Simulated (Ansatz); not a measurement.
Ligand exchange: C2H7BO2 + AlHBr2 → B(CH3)(OH)2 + Al(CH3)Br2

Gas-phase species: C2H7BO2 (ethylboronic acid) `CCB(O)O`, singlet; AlHBr2 `[Br][AlH][Br]`, singlet; B(CH3)(OH)2, singlet; Al(CH3)Br2, singlet. The partners trade CH3 for H: C–CH3 and Al–H bonds give way to C–H and Al–CH3.

Shapes, held fixed at every level: PBE0-D4/def2-TZVP. Flexible molecules stand in one conformer, not always the lowest. Programs: Ansatz 0.2.0. Electronic energies: no zero-point or thermal term.

```tsv
level	kind	ΔE (kJ/mol)	less CCSD(T)/def2-TZVPP	CPU time (sum over the molecules)
SPW92/def2-TZVPP	LDA	-45.8	+2.5	22 s
r2SCAN-D4/def2-TZVPP	meta-GGA	-53.8	-5.5	58 s
BHLYP-D4/def2-TZVPP	global hybrid	-49.4	-1.1	46 s
wB97X-V/def2-TZVPP	range-separated hybrid	-46.4	+1.9	1.7 min
B2PLYP/def2-TZVPP	double hybrid	-51.8	-3.5	73 s
CCSD/def2-SVP	coupled cluster or CI	-33.9	+14.4	–
CCSD(T)/def2-TZVPP	coupled cluster or CI	-48.3	0.0	–
```

The highest level, CCSD(T)/def2-TZVPP, gives ΔE = -48.3 kJ/mol; the levels span -53.8 to -33.9. The column of differences is taken from that level and isn't an error. No measured value is set beside it here. Relativity is left out for Br. Outer-core shells of Br are correlated, in sets that cover them unevenly. Times are processor times on shared x86 and Arm servers, and rough.

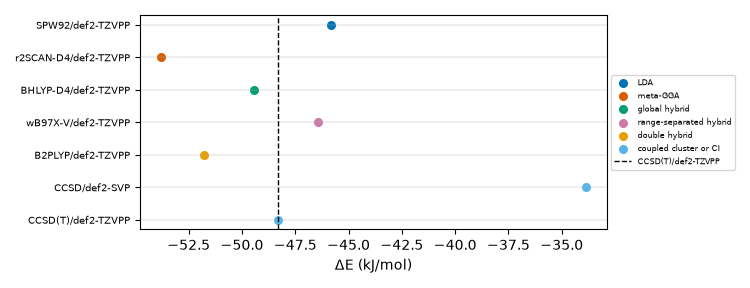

The values of the table, level by level.
